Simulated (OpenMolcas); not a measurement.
**F: CASSCF terms and fine-structure levels**

Aim: the low terms and levels of F, with their order and spacing.

Method: state-averaged CASSCF, spin-orbit coupling by RASSI with atomic mean-field integrals. Code: OpenMolcas 26.06.

4 further runs of the same task are left out: 2 that didn't finish, 2 set aside as unsound or not needed.

**1. What is computed**

- Species: F (fluorine, Z = 9, 9 electrons)
- Basis: ANO-RCC-VTZP [4s3p2d1f], 30 functions
- Scalar Hamiltonian: DKH4, point nucleus
- Inactive shells: 1s
- Active space: 7 electrons in 4 orbitals (2s 2p)
- Some configurations of this space: 2s 2p6, 2s2 2p5
- Orbitals: optimised for each spin and parity, averaged over the low roots

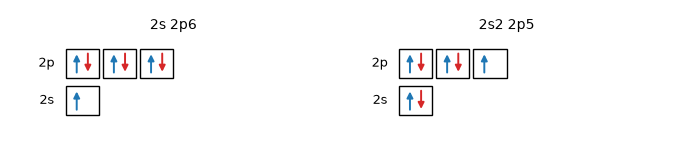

The shells outside the core, filled by Hund's rule for the drawing.

The work runs as a chain of OpenMolcas steps in one folder; each step below is one input file. Labels, J, g values, rates, χT and fits are worked out afterwards by a script from the matrices that RASSI stores.

**2. GATEWAY and SEWARD: basis and integrals**

Input file a.inp:

```
&GATEWAY
Coord
1

F 0.0 0.0 0.0
Basis=ANO-RCC-VTZP
Group=XYZ
NoMove
AngMom=0.0 0.0 0.0
AMFI
&SEWARD
Relativistic=R04O02
```

Command:

```bash
$ OMP_NUM_THREADS=1 MOLCAS_MEM=2252 MOLCAS_PROJECT=a pymolcas a.inp > a.log
```

The log of the run:

```text
Basis set label: F.ANO-RCC...4S3P2D1F.

      Electronic valence basis set:
      ------------------
      Associated Effective Charge   9.000000 au
      Associated Actual Charge      9.000000 au
      Nuclear Model: Point charge

      Shell  nPrim  nBasis  Cartesian Spherical Contaminant
         s      14       4        X
         p       9       3        X
         d       4       2                 X
         f       3       1                 X
Relativistic=R04O02
                  Relativistic Douglas-Kroll-Hess integrals:
                    - DKH order of Hamiltonian: 4
                    - DKH order of Properties : 2
```

**3. An attempt that fails**

Input file a.inp:

```
&RASSCF
FileOrb=start.orb
Symmetry=2
Spin=2
nActEl=7 0 0
Inactive=1 0
Ras2=1 3
CIRoot=5 5 1
SDav=3
CIMx=300
Iter=63 100
PrWF=0.3
OrbListing=Nothing
MaxOrb=0
Atom
CIOnly
>>> COPY $Project.JobIph JOB001
```

It stopped with:

```text
--- RASSCF ---
Wave function specifications:
      -----------------------------

      Number of closed shell electrons           2
      Number of electrons in active shells       7
      Max number of holes in RAS1 space          0
      Max nr of electrons in RAS3 space          0
      Number of inactive orbitals                1
      Number of active orbitals                  4
      Number of secondary orbitals              25
      Spin quantum number                      0.5
      State symmetry                             2
Orbital specifications:
      -----------------------

      Symmetry species                           1   2
                                                ag  au
      Frozen orbitals                            0   0
      Inactive orbitals                          1   0
      Active orbitals                            1   3
      RAS1 orbitals                              0   0
      RAS2 orbitals                              1   3
      RAS3 orbitals                              0   0
      Secondary orbitals                        12  13
      Deleted orbitals                           0   0
      Number of basis functions                 14  16
      Number of CSFs                             3
      Number of root(s) required                 5
 ************ ERROR ***********
  You can't ask for more roots
  than there are configurations
 ******************************
--- Stop Module: rasscf at  /rc=_RC_INPUT_ERROR_ ---
.####################.
.# User input error #.
.####################.
```

What is wrong: CIRoot asks for more roots than the active space has configuration state functions. The step is run again with the setting put right.

**4. CASSCF: doublets of odd parity, 3 roots**

Input file a.inp:

```
&RASSCF
FileOrb=start.orb
Symmetry=2
Spin=2
nActEl=7 0 0
Inactive=1 0
Ras2=1 3
CIRoot=3 3 1
SDav=3
CIMx=300
Iter=120 100
PrWF=0.3
OrbListing=Nothing
MaxOrb=0
Atom
>>> COPY $Project.JobIph JOB001
```

Command:

```bash
$ OMP_NUM_THREADS=1 MOLCAS_MEM=2252 MOLCAS_PROJECT=a pymolcas a.inp > a.log
```

start.orb holds the contracted functions of the basis, ordered by shell, or the orbitals of the step before.

The log of the run:

```text
Wave function specifications:
      -----------------------------

      Number of closed shell electrons           2
      Number of electrons in active shells       7
      Max number of holes in RAS1 space          0
      Max nr of electrons in RAS3 space          0
      Number of inactive orbitals                1
      Number of active orbitals                  4
      Number of secondary orbitals              25
      Spin quantum number                      0.5
      State symmetry                             2
Orbital specifications:
      -----------------------

      Symmetry species                           1   2
                                                ag  au
      Frozen orbitals                            0   0
      Inactive orbitals                          1   0
      Active orbitals                            1   3
      RAS1 orbitals                              0   0
      RAS2 orbitals                              1   3
      RAS3 orbitals                              0   0
      Secondary orbitals                        12  13
      Deleted orbitals                           0   0
      Number of basis functions                 14  16
      Number of CSFs                             3
      Number of root(s) required                 3
      Iter CI   SX   CI       RASSCF       Energy    max ROT     max BLB   max BLB  Level Ln srch  Step   QN
          iter iter root      energy       change     param      element    value   shift minimum  type update
 Nr of preliminary CI iterations:   1
 ###############################################################################
 ###############################################################################
 ###                                                                         ###
 ###                                                                         ###
 ###    WARNING: Problems in orbital optimization.                           ###
 ###                                                                         ###
 ###                                                                         ###
 ###############################################################################
 ###############################################################################
  Warning: In symmetry  1, orbital p=   2 has diagonal density matrix element D(p,p) close to two. (2 - D(p,p))=  0.000000E+00
        1   1    2    0   -99.49591187    0.00E+00   1.17E-08    2   4 1 -9.37E-08   0.50   0.00    SX    NO
        ...
 ###############################################################################
 ###############################################################################
  Warning: In symmetry  1, orbital p=   2 has diagonal density matrix element D(p,p) close to two. (2 - D(p,p))=  4.440892E-16
        4   1    1    0   -99.49591187    5.68E-14   0.00E+00    2   4 1 -4.71E-08   0.50   0.00    SX    NO
      Convergence after  4 iterations
        5   1    1    0   -99.49591187   -7.11E-14   0.00E+00    2   4 1 -4.71E-08   0.50   0.00    SX    NO
      Natural orbitals and occupation numbers for root  1
      sym 1:   2.000000
      sym 2:   2.000000   1.000000   2.000000
      Natural orbitals and occupation numbers for root  2
      sym 1:   2.000000
      sym 2:   2.000000   2.000000   1.000000
      Natural orbitals and occupation numbers for root  3
      sym 1:   2.000000
      sym 2:   1.000000   2.000000   2.000000
::    RASSCF root number  1 Total energy:    -99.49591187
::    RASSCF root number  2 Total energy:    -99.49591187
::    RASSCF root number  3 Total energy:    -99.49591187
```

The warning on the orbital optimisation comes with active orbitals that are nearly full or empty in all roots, whose rotations are then almost redundant.

**5. RASSI: spin-orbit coupling between the states**

Input file a.inp:

```
&RASSI
NrOfJobIphs=1 3
1 2 3
IphNames
JOB001
EJob
SpinOrbit
DIPRint=1.0
SOCoupling=1000.0
Subsets=2
MEES
Property=10
'ANGMOM' 1 'ANGMOM' 2 'ANGMOM' 3 'MLTPL  1' 1 'MLTPL  1' 2 'MLTPL  1' 3
'AMFI' 1 'AMFI' 2 'AMFI' 3 'MLTPL  2' 6
SOProperty=3
'ANGMOM' 1 'ANGMOM' 2 'ANGMOM' 3
```

Command:

```bash
$ OMP_NUM_THREADS=1 MOLCAS_MEM=2252 MOLCAS_PROJECT=a pymolcas a.inp > a.log
```

The log of the run:

```text
SPIN-FREE ENERGIES:
  (Shifted by EMIN (a.u.) =        -99.4959118718)

 SF State       Relative EMIN(au)   Rel lowest level(eV)    D:o, cm**(-1)      L_eff

     1             0.0000000000        0.0000000000              0.0000         1.0
     2             0.0000000000        0.0000000000              0.0000         1.0
     3             0.0000000000        0.0000000000              0.0000         1.0
     Dipole printing threshold changed to   1.00000000E+00
Eigenvalues of complex Hamiltonian:
   -----------------------------------
  (Shifted by EMIN (a.u.) =        -99.4959118718)

 SO State       Relative EMIN(au)   Rel lowest level(eV)    D:o, cm**(-1)     J-value

     1            -0.0006113332        0.0000000000              0.0000         1.0
     2            -0.0006113332        0.0000000000              0.0000         1.0
     3            -0.0006113332        0.0000000000              0.0000         1.3
     4            -0.0006113332        0.0000000000              0.0000         1.3
     5             0.0012226664        0.0499056698            402.5164         0.4
     6             0.0012226664        0.0499056698            402.5164         0.4
Weights of the five most important spin-orbit-free states for each spin-orbit state.

 SO State  Total energy (au)           Spin-free states, spin, and weights
 -------------------------------------------------------------------------------------------------------
    1        -0.000611       3 0.5  0.6667    2 0.5  0.1667    1 0.5  0.1667
    2        -0.000611       3 0.5  0.6667    2 0.5  0.1667    1 0.5  0.1667
    3        -0.000611       2 0.5  0.5000    1 0.5  0.5000    3 0.5  0.0000
    4        -0.000611       2 0.5  0.5000    1 0.5  0.5000    3 0.5  0.0000
    5         0.001223       3 0.5  0.3333    1 0.5  0.3333    2 0.5  0.3333
    6         0.001223       3 0.5  0.3333    2 0.5  0.3333    1 0.5  0.3333
 -------------------------------------------------------------------------------------------------------
```

Time for these steps: 3.5 s (1 thread, shared host).

Spin-free terms, from the roots grouped by L:

| configuration | term | E (eV) |
| --- | --- | --- |
| 2s2 2p5 | 2P* | 0.0000 |

Levels with spin-orbit coupling, from the RASSI matrices grouped by J:

```json
{"Configuration": "2s2 2p5", "Term": "2P*", "J": "3/2", "E (eV)": "0.0000", "g": "1.334", "Leading %": "100"}
{"Configuration": "2s2 2p5", "Term": "2P*", "J": "1/2", "E (eV)": "0.0499", "g": "0.666", "Leading %": "100"}
```

**6. Summary of results**

| quantity | value |
| --- | --- |
| method | CASSCF |
| lowest level | 2s2 2p5 2P* 3/2, 100 % of that term, g = 1.334 |
| ground level listed by NIST | 2P°3/2 |
| first excited level | 2s2 2p5 2P* 1/2 at 0.0499 eV |
| spin-orbit lowering of the lowest level | 0.0166 eV |

The multiplet 2P* is inverted. Only the configurations of the active space and the roots asked for are present. Only valence configurations of the active space appear, up to the ionisation limit; * or ° marks odd parity.
